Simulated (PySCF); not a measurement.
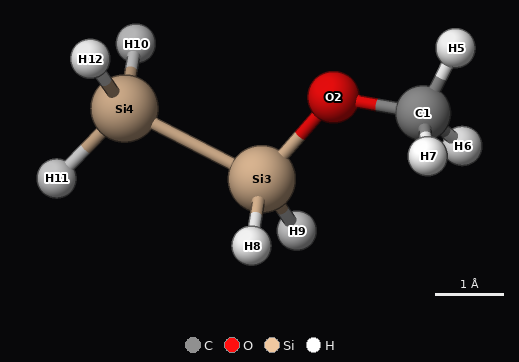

The structure (ball-and-stick view, seen at a tilt; atoms are numbered from 1 in the order of the input). Bond lengths as drawn: C–H 1.10 to 1.11 Å, C–O 1.40 Å, H–Si 1.49 to 1.50 Å, O–Si 1.67 Å and Si–Si 2.34 Å.

## Two runs on CH$_{8}$OSi$_{2}$

System: CH$_{8}$OSi$_{2}$, SMILES CO[SiH2][SiH3].
Method of run A: GIAO PBE0/pcSseg-1 NMR shielding, non-relativistic, IEF-PCM dichloromethane (PySCF 2.14.0).

The geometry comes from this level: PBE0-D3(BJ)/def2-SVP. Text and figures count atoms from 1; the logs count them from 0 in places.

## The input, run A
```
{"job": {"kind": "nmr", "xc": "PBE0", "basis": "pcSseg-1", "solvent": "dichloromethane", "pop": false}, "charge": 0, "multiplicity": 1}
C     -2.203704     0.595150     0.128839
O     -0.839999     0.609451     0.449701
Si     0.200769    -0.644157     0.087252
Si     2.311318     0.010088     0.854164
H     -2.658869     1.535347     0.475360
H     -2.736043    -0.242124     0.617742
H     -2.372033     0.516276    -0.961539
H      0.218658    -0.904232    -1.391199
H     -0.249357    -1.914059     0.749174
H      2.279970     0.245809     2.329843
H      3.301814    -1.072580     0.559140
H      2.749188     1.264197     0.168967
```

The first line tells a small driver script what to run in PySCF; the rest is the geometry in Å.

Hardware: 1 CPU thread, shared host.

## Output (run A)
```
coarse grid: 10384 points
cycle   1  E = -696.6250471996  dE =  1.670e-02  |g| = 6.136e-01  |ddm| = 2.886e+00
cycle   2  E = -696.5092016262  dE =  1.158e-01  |g| = 9.981e-01  |ddm| = 1.384e+00
cycle   3  E = -696.6921897119  dE = -1.830e-01  |g| = 4.810e-02  |ddm| = 9.780e-01
cycle   4  E = -696.6925970239  dE = -4.073e-04  |g| = 9.689e-03  |ddm| = 3.905e-02
cycle   5  E = -696.6926123095  dE = -1.529e-05  |g| = 4.068e-03  |ddm| = 1.195e-02
cycle   6  E = -696.6926162731  dE = -3.964e-06  |g| = 5.042e-04  |ddm| = 3.529e-03
final grid: 89248 points
cycle   7  E = -696.7250573930  dE = -7.906e-06  |g| = 8.677e-03  |ddm| = 1.291e-02
cycle   8  E = -696.7250443065  dE =  1.309e-05  |g| = 1.230e-02  |ddm| = 1.168e-02
cycle   9  E = -696.7250705696  dE = -2.626e-05  |g| = 1.076e-03  |ddm| = 7.721e-03
cycle  10  E = -696.7250708126  dE = -2.430e-07  |g| = 1.131e-04  |ddm| = 9.331e-04
cycle  11  E = -696.7250708151  dE = -2.546e-09  |g| = 2.287e-05  |ddm| = 1.025e-04
cycle  12  E = -696.7250708152  dE = -1.108e-10  |g| = 4.981e-06  |ddm| = 3.544e-05
converged SCF energy = -696.7250708152

GIAO shielding tensors (ppm)
atom      isotropic    diamagn.    paramagn.     s11        s22        s33       span
  0 C      127.743     241.500    -113.757     98.847     99.637    184.745     85.898
  1 O      346.165     398.948     -52.782    303.593    352.456    382.447     78.853
  2 Si     365.759     880.129    -514.370    285.932    337.881    473.464    187.532
  3 Si     459.743     880.235    -420.492    456.060    458.522    464.649      8.589
  4 H       27.400      27.301       0.100     23.176     25.013     34.013     10.837
  5 H       27.672      27.760      -0.088     23.925     25.234     33.857      9.931
  6 H       27.674      28.248      -0.574     23.924     25.245     33.852      9.928
  7 H       26.163      29.862      -3.699     23.199     24.883     30.409      7.211
  8 H       26.161      29.521      -3.361     23.179     24.869     30.433      7.254
  9 H       27.749      28.902      -1.153     24.745     25.738     32.763      8.018
 10 H       27.964      28.514      -0.550     25.187     25.483     33.223      8.036
 11 H       27.750      29.169      -1.419     24.745     25.741     32.763      8.018
```

The input of run B differs as follows (lines with − go, lines with + come):
```diff
-"solvent": "dichloromethane"
-"pop": false
+"solvent": "cyclohexane"
+"pop": true
```

How does run B compare with run A?

The total energy of run B is 0.9 kcal/mol higher: the change of the electrostatic solvation energy at this fixed geometry, without cavity or dispersion terms. The dipole moment goes from 1.45 to 1.30 D. Of all shieldings, the largest change is that of O2, by −1.0 ppm. The number of SCF iterations is the same.

## Output (run B)
```
coarse grid: 10384 points
cycle   1  E = -696.6217633748  dE =  1.980e-02  |g| = 6.191e-01  |ddm| = 2.886e+00
cycle   2  E = -696.4930264778  dE =  1.287e-01  |g| = 1.031e+00  |ddm| = 1.463e+00
cycle   3  E = -696.6907235302  dE = -1.977e-01  |g| = 4.982e-02  |ddm| = 1.052e+00
cycle   4  E = -696.6911706707  dE = -4.471e-04  |g| = 1.001e-02  |ddm| = 4.275e-02
cycle   5  E = -696.6911869948  dE = -1.632e-05  |g| = 3.929e-03  |ddm| = 1.235e-02
cycle   6  E = -696.6911907751  dE = -3.780e-06  |g| = 5.539e-04  |ddm| = 3.711e-03
final grid: 89248 points
cycle   7  E = -696.7236340227  dE = -7.783e-06  |g| = 8.725e-03  |ddm| = 1.294e-02
cycle   8  E = -696.7236204683  dE =  1.355e-05  |g| = 1.243e-02  |ddm| = 1.181e-02
cycle   9  E = -696.7236473658  dE = -2.690e-05  |g| = 1.128e-03  |ddm| = 7.899e-03
cycle  10  E = -696.7236476373  dE = -2.715e-07  |g| = 1.147e-04  |ddm| = 1.014e-03
cycle  11  E = -696.7236476399  dE = -2.591e-09  |g| = 2.379e-05  |ddm| = 1.038e-04
cycle  12  E = -696.7236476400  dE = -1.281e-10  |g| = 5.323e-06  |ddm| = 3.636e-05
converged SCF energy = -696.7236476400

GIAO shielding tensors (ppm)
atom      isotropic    diamagn.    paramagn.     s11        s22        s33       span
  0 C      127.739     241.382    -113.643     99.167     99.845    184.205     85.038
  1 O      345.126     398.581     -53.456    301.120    351.938    382.319     81.200
  2 Si     366.504     880.146    -513.642    286.052    338.800    474.661    188.608
  3 Si     459.747     880.208    -420.461    456.319    458.271    464.652      8.333
  4 H       27.423      27.347       0.076     23.211     25.055     34.003     10.791
  5 H       27.757      27.860      -0.103     24.015     25.336     33.921      9.906
  6 H       27.757      28.354      -0.597     24.012     25.345     33.914      9.902
  7 H       26.170      29.865      -3.695     23.204     24.894     30.412      7.208
  8 H       26.167      29.521      -3.354     23.185     24.880     30.436      7.252
  9 H       27.720      28.857      -1.137     24.701     25.710     32.749      8.049
 10 H       27.989      28.513      -0.524     25.218     25.512     33.238      8.020
 11 H       27.722      29.121      -1.399     24.702     25.714     32.750      8.048
```

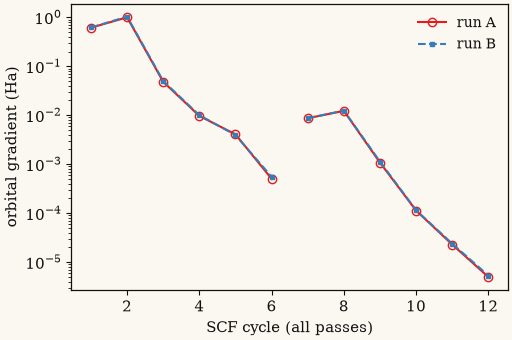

Convergence of the two runs: orbital gradient against the SCF cycle. A break in a curve parts two SCF passes (coarse and final grid). Run A takes 12 cycles in all, and run B takes 12.

## The two runs side by side

| quantity | run A | run B |
| --- | --- | --- |
| outcome | converged | converged |
| total energy (hartree) | −696.725071 | −696.723648 |
| HOMO (eV) | −8.06 | −8.08 |
| LUMO (eV) | −0.02 | −0.04 |
| dipole moment (D) | 1.45 | 1.30 |
| shielding of O2 (ppm) | 346.2 | 345.1 |
| shielding of Si3 (ppm) | 365.8 | 366.5 |
| shielding of H6 (ppm) | 27.7 | 27.8 |
| shielding of H7 (ppm) | 27.7 | 27.8 |
| shielding of H10 (ppm) | 27.7 | 27.7 |
| shielding of H11 (ppm) | 28.0 | 28.0 |
| shielding of H12 (ppm) | 27.8 | 27.7 |
| SCF iterations | 12 | 12 |
| basis functions | 122 | 122 |
| wall time (shared host) | 7 s | 8.8 s |
